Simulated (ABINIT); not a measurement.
# Gap slopes of TiO2 (Rutile) from G0W0 (hydrostatic strain), part 2 of 2

Does PBE give the same change of gap under hydrostatic strain as G0W0? The case is TiO2 (Rutile).

ABINIT 10.8.3; PBE and many-body steps on it, plane waves. Known limits of the many-body steps: not at the basis limit; coarse k mesh.

So far. Step 7 (G0W0, strain +1 %): The gap on the mesh goes from 1.86 eV to 3.30 eV, a correction of +1.44 eV.

### 8. G0W0, strain -2 %

Level of this step: G0W0 on PBE, plane waves, norm-conserving pseudopotentials (ABINIT).

The cell differs from the one that the last finished run ended in (a 4.638 → 4.500 Å, b 4.638 → 4.500 Å, c 2.987 → 2.898 Å).

run.abi reads:

```
acell 3*1.0 Angstrom
rprim 
  4.500356000000 0.000000000000 0.000000000000
  0.000000000000 4.500356000000 0.000000000000
  0.000000000000 0.000000000000 2.898252000000
ntypat 2
znucl 22 8
natom 6
typat 1 1 2 2 2 2
xred 
  -0.000000000000 -0.000000000000 0.000000000000
  0.500000000000 0.500000000000 0.500000000000
  0.302374370252 0.302374370252 0.000000000000
  0.197625629748 0.802374370252 0.500000000000
  0.697625629748 0.697625629748 0.000000000000
  0.802374370252 0.197625629748 0.500000000000
pp_dirpath "pseudos"
pseudos "Ti.upf, O.upf"
ecut 38
ngkpt 4 4 4
nshiftk 1
shiftk 0 0 0
kptopt 1
chksymbreak 0
istwfk *1
occopt 1
irdwfk 1
optdriver 4
nband 79
gwcalctyp 0
ecutsigx 38
symsigma 1
nkptgw 1
kptgw 
  0.0000000000 0.0000000000 0.0000000000
bdgw 
  22 26
ecuteps 3.8
irdscr 1
ppmodel 1
indata_prefix "in"
outdata_prefix "out"
tmpdata_prefix "tmp"
```

Started as:

```bash
> OMP_NUM_THREADS=1 mpirun -n 4 abinit run.abi > log
```

Numbers of over 12 decimals in the logs are rounded to 6 here.

The log of the run:

```text
.Version 10.8.3 of ABINIT. v10.8.2 released Aug 2026.

 Symmetries : space group P4_2/m n m (#136); Bravais tP (primitive tetrag.)
[... echo of the input left out ...]
== DATASET  1 ==================================================================
-   mpi_nproc: 4, omp_nthreads: 1 (-1 if OMP is not activated)

--- !DatasetInfo
iteration_state: {dtset: 1, }
dimensions: {natom: 6, nkpt: 18, mband: 79, nsppol: 1, nspinor: 1, nspden: 1, mpw: 4464, }
cutoff_energies: {ecut:  38.0, pawecutdg:  -1.0, }
[...]
24   6.403 -20.609 -25.343   5.258   0.772  -0.295 -20.204   0.405   6.807
       25   8.369 -20.153 -12.128  -5.538   0.788  -0.269 -18.193   1.960  10.329
       26   8.647 -19.833 -12.222  -5.257   0.789  -0.267 -17.974   1.859  10.505

== END DATASET(S) ==============================================================
================================================================================

 -outvars: echo values of variables after computation  --------
           etotal      0.0000000000E+00
            nband          79
             nkpt          18
          spgroup         136
 [... the other variables as echoed above ...]

 Calculation completed.
```

Run time: 5.2 s. Hardware: 4 MPI ranks of Arm Neoverse V1, shared host; peak memory 0.99 GiB.

Numbers from this step:

```yaml
g0w0_gap_on_the_points_computed: 3.522 eV
starting_gap_on_the_mesh: 1.967 eV
k_of_the_valence_top: 0, 0, 0
k_of_the_conduction_bottom: 0, 0, 0
least_direct_g0w0_gap_on_the_computed_points: 3.522 eV
```

The gap on the mesh goes from 1.97 eV to 3.52 eV, a correction of +1.56 eV.

Again on this cell's own states.

### 9. G0W0, strain +2 %

The cell differs from the one that the last finished run ended in (a 4.500 → 4.684 Å, b 4.500 → 4.684 Å, c 2.898 → 3.017 Å).

run.abi reads:

```
acell 3*1.0 Angstrom
rprim 
  4.684044000000 0.000000000000 0.000000000000
  0.000000000000 4.684044000000 0.000000000000
  0.000000000000 0.000000000000 3.016548000000
ntypat 2
znucl 22 8
natom 6
typat 1 1 2 2 2 2
xred 
  0.000000000000 -0.000000000000 0.000000000000
  0.500000000000 0.500000000000 0.500000000000
  0.306596571054 0.306596571054 0.000000000000
  0.193403428946 0.806596571054 0.500000000000
  0.693403428946 0.693403428946 0.000000000000
  0.806596571054 0.193403428946 0.500000000000
pp_dirpath "pseudos"
pseudos "Ti.upf, O.upf"
ecut 38
ngkpt 4 4 4
nshiftk 1
shiftk 0 0 0
kptopt 1
chksymbreak 0
istwfk *1
occopt 1
irdwfk 1
optdriver 4
nband 86
gwcalctyp 0
ecutsigx 38
symsigma 1
nkptgw 1
kptgw 
  0.0000000000 0.0000000000 0.0000000000
bdgw 
  22 26
ecuteps 3.8
irdscr 1
ppmodel 1
indata_prefix "in"
outdata_prefix "out"
tmpdata_prefix "tmp"
```

The log of the run:

```text
.Version 10.8.3 of ABINIT. v10.8.2 released Aug 2026.

 Symmetries : space group P4_2/m n m (#136); Bravais tP (primitive tetrag.)
[... echo of the input left out ...]
== DATASET  1 ==================================================================
-   mpi_nproc: 4, omp_nthreads: 1 (-1 if OMP is not activated)

--- !DatasetInfo
iteration_state: {dtset: 1, }
dimensions: {natom: 6, nkpt: 18, mband: 86, nsppol: 1, nspinor: 1, nspden: 1, mpw: 5032, }
cutoff_energies: {ecut:  38.0, pawecutdg:  -1.0, }
[...]
24   4.985 -20.305 -24.890   5.148   0.759  -0.318 -19.878   0.427   5.412
       25   6.813 -20.133 -11.989  -5.768   0.773  -0.294 -18.297   1.836   8.649
       26   7.118 -19.729 -11.940  -5.513   0.775  -0.291 -17.966   1.763   8.882

== END DATASET(S) ==============================================================
================================================================================

 -outvars: echo values of variables after computation  --------
           etotal      0.0000000000E+00
            nband          86
             nkpt          18
          spgroup         136
 [... the other variables as echoed above ...]

 Calculation completed.
```

Run time: 6.4 s. Hardware: 4 MPI ranks; peak memory 1.2 GiB.

This step gave:

```
G0W0 gap on the points computed              : 3.237 eV
starting gap on the mesh                     : 1.829 eV
k of the valence top                         : 0, 0, 0
k of the conduction bottom                   : 0, 0, 0
least direct G0W0 gap on the computed points : 3.237 eV
```

The gap on the mesh goes from 1.83 eV to 3.24 eV, a correction of +1.41 eV.

Again on this cell's own states.

### 10. The series

One mesh (4×4×4), Godby-Needs plasmon pole, bands up to a fixed energy, so that their count changes with the cell; hydrostatic strain per length. The ions were relaxed in each strained cell. Plane waves in the screening: 145, 145, 145, 161 and 161.

```csv
strain (%),PBE gap (eV),G0W0 gap (eV),least direct G0W0 gap (eV),G0W0 edges
-2,1.967,3.522,3.522,Γ to Γ
-1,1.925,3.449,3.449,Γ to Γ
+0,1.888,3.376,3.376,Γ to Γ
+1,1.856,3.300,3.300,Γ to Γ
+2,1.829,3.237,3.237,Γ to Γ
```

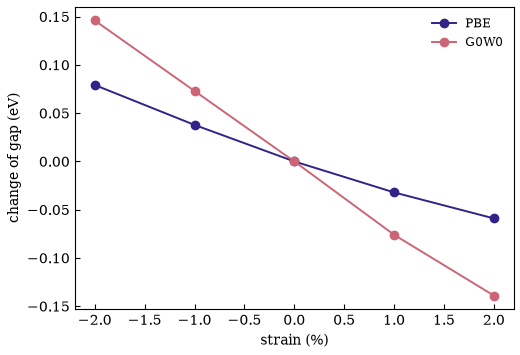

The change of gap against strain.

### 11. Outcome

```json
{
  "slope under compression": "−40 (PBE) and −73 (G0W0) meV per %",
  "slope under tension": "−30 (PBE) and −70 (G0W0) meV per %",
  "GW settings, unstrained cell": "4×4×4 mesh, 83 bands, screening to 103.4 eV",
  "known limits": "not at the basis limit; coarse k mesh"
}
```

**Reading.** On the side of compression the slopes of gap against strain are −40 (PBE) and −73 (G0W0) meV per %. On the side of tension the slopes of gap against strain are −30 (PBE) and −70 (G0W0) meV per %. One line through all points gives volume deformation potentials of -1.15 eV (PBE) and -2.40 eV (G0W0). Gaps are read on the mesh, so a valley between its points is missed. Bands and cutoff are finite, so the gap is not at the basis limit. The miss can reach some tenths of an eV and take either sign; the mesh is an error of its own. In the G0W0 run levels were corrected at 1 k point alone, so a gap called «on the mesh» is the least over those, and an edge elsewhere would be missed. The 4×4×4 mesh is coarse for this cell, which bears on the long-range parts of exchange and screening.

[Paths, hosts, dates, memory and timing lines, banners, echoed tables and standing remarks are left out of the program output.]

[Logs are printed without paths, hosts, clocks, repeated set-up lines and the standing remarks that a program may print on its own settings, such as how far it seeks lower states.]

[Runs of the session that timed out or met a known fault of the program may be left out.]

[Hosts, paths, dates, database ids (printed as entryN), source tags and the programs' standing remarks are cut or masked in the printed files.]

[G0W0 gaps are taken among the corrected bands and points alone; a level outside them can change the order at an edge.]

[Where Ansatz stands beside ABINIT at settings called matched, ABINIT's density can come from a denser mesh and the files from another edition; pairs whose starting gaps differed by over 0.03 eV were left out, so agreement reads better than it is.]
